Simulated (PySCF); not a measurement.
Ge(Br)(OH)3, SMILES [Br][Ge]([OH])([OH])[OH] at its PBE0/def2-SVP optimised geometry (Å):

```
8

O      1.4477    -0.8645     0.0000
Ge    -0.3017    -0.8645     0.0000
O     -0.8676    -1.6516    -1.4562
O     -0.8646     0.7917     0.0000
Br    -1.0938    -1.9745     1.8602
H      1.8257    -0.4851     0.8018
H     -0.6289    -2.5849    -1.4984
H     -1.8257     0.8645     0.0240
```

Calculation: PySCF with PBE0/def2-TZVP. Cells within 0.4 Å of a nucleus heavier than hydrogen are left out (blank, or x).

Map of the Laplacian of the electron density (e/bohr⁵), clipped to [-1.50, 1.50] on the plane z = 0.0 Å:

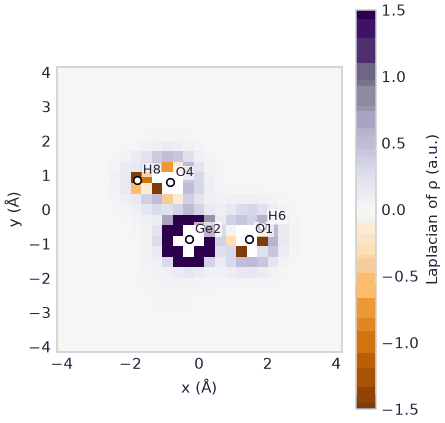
Figure: Laplacian of the electron density (e/bohr⁵), clipped to [-1.50, 1.50] on the plane z = 0.0 Å.
